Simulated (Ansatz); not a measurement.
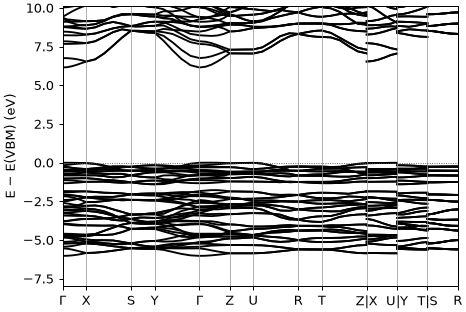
*Band structure from r²SCAN (plane waves, PAW; program Ansatz)*

Problem. Read off the gap and where the band edges lie.

Solution. About 6.1 eV (6.15 eV by a search for the band edges); maximum on the Γ–Z line, 40 % of the way from Γ, minimum at Γ.

The material is P$_{2}$O$_{5}$ in space group Pnma (No. 62; Pearson symbol oP28).

The first step of the workflow began from a Materials Project structure, measured or hypothetical; the Crystallography Open Database files this formula in space group No. 62, but the cells were not matched. Whether it is the stable phase at ambient conditions was not checked. Symmetry was held in the r²SCAN relaxation; whether a distortion lowers the energy is not shown. A crystal of weakly bound layers computed without a dispersion correction: the cell and the soft elastic constants depend strongly on that.

Potentials: the later of the program's two PAW sets.
